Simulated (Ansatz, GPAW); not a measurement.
# A 10-layer slab of Zr(0001): work function by functional and basis, part 3 of 4

How far do functional and basis move the work function of a 10-layer slab of Zr(0001)?

GPAW 26.7.0 and Ansatz 0.2.0; Ansatz plane waves; slab in vacuum with a dipole correction, relaxation; PAW set soft_1 (the session's first sound run).

So far, upper work function (eV): step 2 (relaxation, PBE) 4.17; step 3 (the slab's potential, PBE, GPAW) 4.17; step 4 (OptPBE vdW: xc = "optPBE-vdW", GPAW, PAW setups, GPAW) 4.34; step 5 (self-consistent run: xc = "vdW-DF2", GPAW, PAW setups, GPAW) 4.43.

## 6. Self-consistent run: xc = "RPBE"

Level of this step: GPAW, PAW setups; slab in vacuum (GPAW).

The same geometry under RPBE, to see how far the functional moves the levels against the vacuum.

Contents of run.py:

```python
import json
import numpy as np
from ase import Atoms
from gpaw import GPAW, PW

slab = Atoms(
    ['Zr', 'Zr', 'Zr', 'Zr', 'Zr', 'Zr', 'Zr', 'Zr', 'Zr', 'Zr'],
    positions=[
        [3.23000, 1.86484, 8.00000],
        [0.00000, 0.00000, 10.57270],
        [3.23000, 1.86484, 13.14539],
        [0.00000, 0.00000, 15.71809],
        [3.23000, 1.86484, 18.29078],
        [0.00000, -0.00000, 20.88933],
        [3.23000, 1.86484, 23.46784],
        [0.00000, -0.00000, 26.06112],
        [3.23000, 1.86484, 28.70163],
        [-0.00000, -0.00000, 31.13569]],
    cell=[[3.23, 0.0, 0.0], [1.615, 2.79726, 0.0], [0.0, 0.0, 39.15426]],
    pbc=[True, True, False])

slab.calc = GPAW(mode=PW(400), xc='RPBE', kpts={'size': (11, 11, 1), 'gamma': True},
                 occupations={'name': 'fermi-dirac', 'width': 0.1}, nbands='160%',
                 convergence={'density': 1e-05}, maxiter=200,
                 poissonsolver={'dipolelayer': 'xy'},
                 symmetry={'tolerance': 1e-3}, txt='slab.txt')
result = {}
energy = slab.get_potential_energy()
fermi = slab.calc.get_fermi_level()
v = slab.calc.get_electrostatic_potential().mean((0, 1)) - fermi
n = slab.calc.get_pseudo_density().mean((0, 1))
L = slab.cell[2, 2]
z = np.arange(len(v)) * L / len(v)
low, high = slab.positions[:, 2].min(), slab.positions[:, 2].max()
below, above = np.interp([low - 5.8, high + 5.8], z, v)
slopes = [np.interp(x, z, np.gradient(v, z)) for x in (low - 5.8, high + 5.8)]
eps = np.array([[slab.calc.get_eigenvalues(k, s) for k in range(len(slab.calc.get_ibz_k_points()))]
                for s in range(slab.calc.get_number_of_spins())]) - fermi
top, bottom = eps[eps < 0].max(), eps[eps > 0].min()
dipole = slab.get_dipole_moment()[2]
print(f'energy {energy:.4f} eV, Fermi level {fermi:.4f} eV, dipole {dipole:.5f} e A')
print(f'potential 5.8 A off the faces, from the Fermi level: lower {below:.4f} eV, upper {above:.4f} eV')
print(f'slope of the potential there: lower {slopes[0]:.5f}, upper {slopes[1]:.5f} eV/A')
print(f'nearest levels on the mesh: {top:.4f} and {bottom:.4f} eV')
print('magnetic moment', round(slab.get_magnetic_moment(), 3))
result.update(energy=energy, fermi=fermi, dipole=dipole, below=below, above=above, slopes=slopes, edges=[top, bottom],
              z=z.tolist(), v=v.tolist(), n=n.tolist(), positions=slab.positions.tolist(),
              forces=slab.get_forces(apply_constraint=False).tolist(), moments=slab.get_magnetic_moments().tolist())
json.dump(result, open('result.json', 'w'))
```

Started as:

```
$ OMP_NUM_THREADS=1 OPENBLAS_NUM_THREADS=1 python run.py
```

Numbers of over 12 decimals in the logs are rounded to 6 here.

Output:

```text
energy -67.7154 eV, Fermi level 4.9135 eV, dipole 0.00101 e A
potential 5.8 A off the faces, from the Fermi level: lower 4.0756 eV, upper 4.0577 eV
slope of the potential there: lower -0.00054, upper 0.00055 eV/A
nearest levels on the mesh: -0.0092 and 0.0120 eV
magnetic moment 0.0
```

Run time: 17 min. Hardware: 1 thread of Arm Neoverse V1, shared host; peak memory 0.42 GiB.

Numbers from this step:

- dipole along the normal: 0.001006 e·Å
- levels nearest the Fermi level on the mesh: -0.009170, 0.01197 eV from the Fermi level
- upper work function: 4.058 eV
- lower work function: 4.076 eV

The electrostatic potential energy of an electron (without an applied field's), less the Fermi level, planar mean oscillates, so the rows of the table below give means over windows of 2.59 Å about each position, cut where the curve ends. Its maxima inside the range that stand out by 2 % of the span (Å: eV): 9.3: -0.196, 11.9: -0.429, 14.4: -0.458, 17.0: -0.408, 19.6: -0.260, 22.2: -0.364, 24.9: -0.452, 27.3: -0.0554, 29.9: -1.04. Its minima: 8.0: -22.5, 10.6: -22.4, 13.2: -22.3, 15.6: -22.0, 18.3: -22.3, 20.9: -22.3, 23.5: -22.2, 26.1: -22.2, 28.7: -22.3, 31.2: -22.4.

Electrostatic potential energy of an electron (without an applied field's), less the Fermi level, planar mean against z; means over each step:

```
z (Å)  electrostatic potential energy of an electron (without an applied field's), less the Fermi level, planar mean (eV)
 1.29                                                                                                                4.08
 3.88                                                                                                                4.05
 6.47                                                                                                               -1.15
 9.06                                                                                                               -9.41
11.65                                                                                                               -9.54
14.24                                                                                                               -9.56
16.84                                                                                                               -9.55
19.42                                                                                                               -9.32
22.02                                                                                                               -9.52
24.60                                                                                                               -9.34
27.20                                                                                                               -8.96
29.78                                                                                                               -10.7
32.38                                                                                                               -3.91
34.97                                                                                                                4.01
37.55                                                                                                                4.06
```

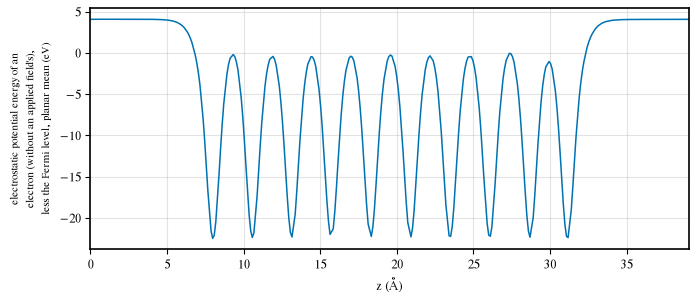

Electrostatic potential energy of an electron (without an applied field's), less the Fermi level, planar mean against z.

The upper face's work function is 4.058 eV, against 4.173 eV in the first plane-wave PBE run at this geometry.

## 7. Real-space grid: mode = "fd"

A real-space grid is a second complete basis, so it checks the plane-wave result.

Changes to run.py since step 6:

```diff
@@ -3,3 +3,3 @@
 from ase import Atoms
-from gpaw import GPAW, PW
+from gpaw import GPAW
 
@@ -21,3 +21,3 @@
 
-slab.calc = GPAW(mode=PW(400), xc='RPBE', kpts={'size': (11, 11, 1), 'gamma': True},
+slab.calc = GPAW(mode='fd', h=0.18, xc='PBE', kpts={'size': (11, 11, 1), 'gamma': True},
                  occupations={'name': 'fermi-dirac', 'width': 0.1}, nbands='160%',
```

Output:

```text
energy -72.3037 eV, Fermi level -4.1846 eV, dipole 0.00123 e A
potential 5.8 A off the faces, from the Fermi level: lower 4.1966 eV, upper 4.1724 eV
slope of the potential there: lower -0.00037, upper 0.00036 eV/A
nearest levels on the mesh: -0.0151 and 0.0104 eV
magnetic moment 0.0
```

Run time: 2.5 h. Hardware: 1 thread; peak memory 2.2 GiB.

This step gave:

```yaml
dipole_along_the_normal: 0.001227 e·Å
levels_nearest_the_fermi_level_on_the_mesh: -0.01510, 0.01042 eV from the Fermi level
upper_work_function: 4.172 eV
lower_work_function: 4.197 eV
```

The electrostatic potential energy of an electron (without an applied field's), less the Fermi level, planar mean oscillates, so the rows of the table below give means over windows of 2.63 Å about each position, cut where the curve ends. Its maxima inside the range that stand out by 2 % of the span (Å: eV): 9.2: -0.123, 11.9: -0.302, 14.4: -0.360, 16.9: -0.364, 19.6: -0.173, 22.2: -0.286, 24.8: -0.299, 27.5: -0.0475, 29.9: -0.952. Its minima: 8.0: -22.4, 10.6: -22.2, 13.2: -21.8, 15.7: -22.2, 18.3: -22.3, 20.9: -22.1, 23.5: -22.3, 26.1: -22.1, 28.7: -22.2, 31.1: -22.2.

Table of electrostatic potential energy of an electron (without an applied field's), less the Fermi level, planar mean by z; means over each step:

| z (Å) | electrostatic potential energy of an electron (without an applied field's), less the Fermi level, planar mean (eV) |
| --- | --- |
| 1.31 | 4.20 |
| 3.94 | 4.17 |
| 6.57 | -2.06 |
| 9.21 | -9.55 |
| 11.83 | -9.64 |
| 14.46 | -9.69 |
| 17.09 | -9.65 |
| 19.73 | -9.41 |
| 22.36 | -9.58 |
| 24.98 | -9.44 |
| 27.61 | -9.03 |
| 30.25 | -10.5 |
| 32.88 | 0.559 |
| 35.50 | 4.16 |
| 38.13 | 4.17 |

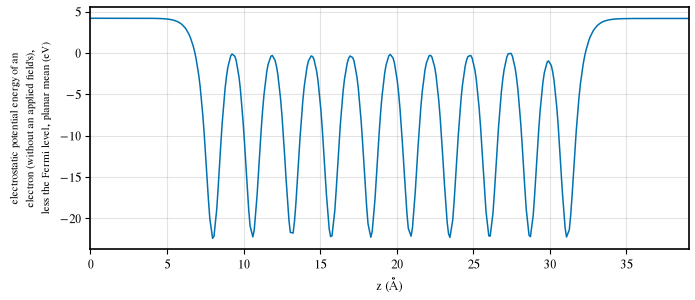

Electrostatic potential energy of an electron (without an applied field's), less the Fermi level, planar mean against z.

The upper face's work function is 4.172 eV, against 4.173 eV in the first plane-wave PBE run at this geometry.

## 8. Cost and result by level

Times are for 1 thread of Arm Neoverse V1, shared host. Results by setting:

```csv
no.,run,upper work function (eV),lower work function (eV),time,memory (GiB)
1,pw,4.173,4.196,21 min,0.41
2,optPBE vdW,4.342,4.372,24 min,0.62
3,vdW DF2,4.428,4.469,25 min,0.62
4,RPBE,4.058,4.076,17 min,0.42
5,fd,4.172,4.197,2.5 h,2.2
```

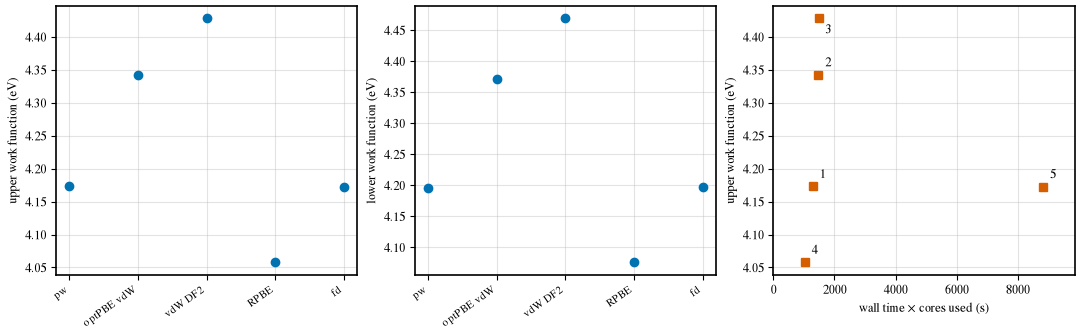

The series as plots; the last panel sets the first result against cost, with the runs numbered as in the table.

## 9. A second plane-wave code

A second program with its own datasets checks the number independently.

This step: Ansatz plane waves; slab in vacuum with a dipole correction; PAW set soft_1 (Ansatz 0.2.0).

Contents of input.yaml:

```yaml
crystal:
  lattice:
    - [3.23, 0.0, 0.0]
    - [1.615, 2.7972620542, 0.0]
    - [0.0, 0.0, 39.154255]
  atoms:
    - { symbol: Zr, position: [0.6666666667, 0.6666666667, 0.2043200669] }
    - { symbol: Zr, position: [0.0, 0.0, 0.2700267187] }
    - { symbol: Zr, position: [0.6666666667, 0.6666666667, 0.3357333705] }
    - { symbol: Zr, position: [0.0, 0.0, 0.4014400223] }
    - { symbol: Zr, position: [0.6666666667, 0.6666666667, 0.4671466741] }
    - { symbol: Zr, position: [0.0, 0.0, 0.5335135731] }
    - { symbol: Zr, position: [0.6666666667, 0.6666666667, 0.5993688422] }
    - { symbol: Zr, position: [0.0, 0.0, 0.6656012285] }
    - { symbol: Zr, position: [0.6666666667, 0.6666666667, 0.7330397935] }
    - { symbol: Zr, position: [0.0, 0.0, 0.7952057115] }
kpoints:
  mp_grid: { grid: [11, 11, 1] }
hamiltonian:
  xc: pbe
  pseudopotentials: { kind: paw, azcp: { folder: soft_1 } }
scf:
  occupations: { method: fermi_dirac, width: 0.1 }
efield:
  axis: 3
  dipole_correction: true
  ramp_width: 0.05
output:
  forces: true
  write_potential: true
  write_density: true
  volumetric_format: npy
```

Started as:

```
$ ansatz run input.yaml --threads 4 --pin off --max-ram 8192MiB --backend cpu --events-out ev --progress --plain --runs-dir out
```

Output:

```text
[...]
Crystal: 10 atoms, lattice volume = 353.765 Å³
Basis set: ecut = 420 eV, 7007 PW (Γ), exchange–correlation on 48×48×540 points (8 copies of the dense FFT grid, shifted against one another)
Bands: 72, of which v1, the nominal top of the filled ones, is band 60 counted from 1 (59 counted from 0)
Symmetry: 6 space group operations
[...]
k-points: 16 of 121 (time reversal used)
[...]
SCF iter   1: F=—  HF=-41840.650081 eV  |F-HF|=—  |Δ(HF+E_count)|=         —  Δρ=3.20e-2  dr2=1.29e2  ethr=3.10e-3  p=0.000 e·Å  D=6.05e-9 V/Å  ΔV_dip=-0.00 eV  dr2_dipole=1.03e0  V_vac-E_F(+/−)=7.63/7.63 eV  ⟨swp⟩=9.1  Hψ=5213  notcnv=0
[...]
SCF iter  12: F=-41836.959320 eV  HF=-41836.959320 eV  |F-HF|=6.12e-9  |Δ(HF+E_count)|=   4.43e-7  Δρ=1.39e-6  dr2=2.23e-8  ethr=8.33e-11  p=0.001 e·Å  D=6.00e-4 V/Å  ΔV_dip=-0.02 eV  dr2_dipole=1.23e-9  V_vac-E_F(+/−)=4.17/4.20 eV  ⟨swp⟩=24.2  Hψ=12692  notcnv=0
SCF 1 converged in 12 iterations: F = -41836.959320 eV  dr2 = 2.23e-8
[...]
SCF converged after 12 iterations
Free energy (F): -41836.959320 eV
[...]
Internal energy: -41836.546084 eV  (E = F + TS)
E sigma→0 (E₀):  -41836.752702 eV
Entropy (-TS):   -0.413236 eV (-41.324 meV/atom)
Fermi energy:    7.828326 eV
Dipole field:    D = 0.000636 V/Å  (p = 0.001243 e·Å, saw-weighted, corrected)
Work function:   Φ+ = 4.1709 eV   Φ− = 4.1959 eV
[...]
--- Forces (eV/Å), atoms counted from 1 ---
  atom   1  Zr     0.00000000    -0.00000000     0.43662299
  atom   2  Zr    -0.00000000     0.00000000    -0.57208497
  atom   3  Zr    -0.00000000    -0.00000000     0.04009037
  atom   4  Zr    -0.00000000     0.00000000     0.06583584
  atom   5  Zr    -0.00000000    -0.00000000     0.03096052
  atom   6  Zr    -0.00000000     0.00000000    -0.00195152
  atom   7  Zr     0.00000000    -0.00000000     0.00349291
  atom   8  Zr     0.00000000     0.00000000    -0.00491014
  atom   9  Zr    -0.00000000    -0.00000000     0.01122090
  atom  10  Zr     0.00000000     0.00000000    -0.00927680
  max |Σ_I F_I| component: 1.09e-7 eV/Å
--- Band table (eV; the first three rows and the last of 16) ---
  k-point 0: bands = [... 56 lower, 8.5200, 8.5513, 8.5513, 8.5739, 8.5739, 8.6007, 8.6020, 8.6020, ... 8 higher]
  k-point 1: bands = [... 56 lower, 8.1822, 8.2356, 8.2788, 8.3332, 8.4299, 8.4380, 8.5345, 8.6225, ... 8 higher]
  k-point 2: bands = [... 56 lower, 7.6307, 7.6804, 7.7325, 7.9189, 7.9635, 8.1495, 8.2572, 8.4247, ... 8 higher]
  k-point 15: bands = [... 56 lower, 6.8326, 7.0912, 7.1550, 7.6641, 7.6847, 7.8485, 7.8886, 7.9583, ... 8 higher]
```

The job ended after 24 s (4 threads; peak memory 0.93 GiB; 93 s of CPU time).

This step gave:

- upper work function: 4.171 eV
- lower work function: 4.196 eV
- dipole along the normal: 0.001243 e·Å
- dipole field: 6.36e-4 V/Å
- vacuum level below: 12.02 eV

The electrostatic potential energy of an electron (with the applied field's), less the Fermi level, planar mean oscillates, so the rows of the table below give means over windows of 2.61 Å about each position, cut where the curve ends. Its maxima inside the range that stand out by 2 % of the span (Å: eV): 9.3: -0.106, 11.9: -0.324, 14.5: -0.439, 17.0: -0.348, 19.6: -0.183, 22.2: -0.286, 24.8: -0.252, 27.4: 0.0309, 29.9: -0.996. Its minima: 8.0: -17.0, 10.6: -16.9, 13.2: -16.8, 15.7: -16.8, 18.3: -16.9, 20.9: -16.9, 23.5: -16.9, 26.1: -16.8, 28.7: -16.8, 31.2: -17.0.

The electrostatic potential energy of an electron (with the applied field's), less the Fermi level, planar mean by z; means over each step:

```
z (Å)  electrostatic potential energy of an electron (with the applied field's), less the Fermi level, planar mean (eV)
 1.30                                                                                                              4.19
 3.92                                                                                                              4.17
 6.53                                                                                                             -1.33
 9.14                                                                                                             -8.40
11.75                                                                                                             -8.48
14.36                                                                                                             -8.51
16.97                                                                                                             -8.50
19.58                                                                                                             -8.31
22.19                                                                                                             -8.46
24.80                                                                                                             -8.35
27.41                                                                                                             -7.99
30.02                                                                                                             -9.41
32.63                                                                                                             -1.24
35.24                                                                                                              4.15
37.85                                                                                                              4.17
```

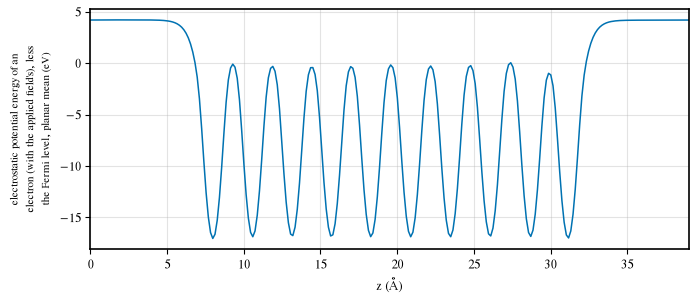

Electrostatic potential energy of an electron (with the applied field's), less the Fermi level, planar mean against z.

The valence density, planar mean oscillates, so the rows of the table below give means over windows of 2.61 Å about each position, cut where the curve ends. Its maxima inside the range that stand out by 2 % of the span (Å: e/Å³): 8.0: 0.971, 10.6: 0.969, 13.2: 0.972, 15.7: 0.970, 18.3: 0.974, 20.9: 0.974, 23.5: 0.973, 26.1: 0.973, 28.7: 0.970, 31.2: 0.971. Its minima: 9.3: 0.175, 11.9: 0.173, 14.5: 0.173, 17.0: 0.173, 19.6: 0.168, 22.2: 0.172, 24.8: 0.169, 27.4: 0.162, 29.9: 0.201.

Table of valence density, planar mean by z; means over each step:

```
z (Å)  valence density, planar mean (e/Å³)
 1.30                               2.1e-6
 3.92                               6.9e-4
 6.53                                0.190
 9.14                                0.524
11.75                                0.522
14.36                                0.523
16.97                                0.523
19.58                                0.513
22.19                                0.521
24.80                                0.515
27.41                                0.497
30.02                                0.575
32.63                                0.185
35.24                               6.7e-4
37.85                               2.1e-6
```

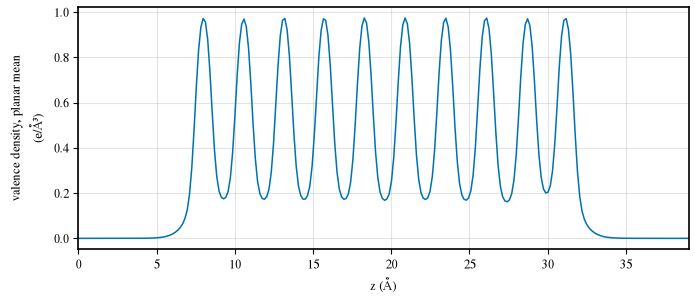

Valence density, planar mean against z.

[end of part 3 of 4]

[Logs are printed without paths, hosts, clocks, repeated set-up lines and the standing remarks that a program may print on its own settings, such as how far it seeks lower states.]

[Hosts, paths, dates, database ids (printed as entryN), source tags and the programs' standing remarks are cut or masked in the printed files.]
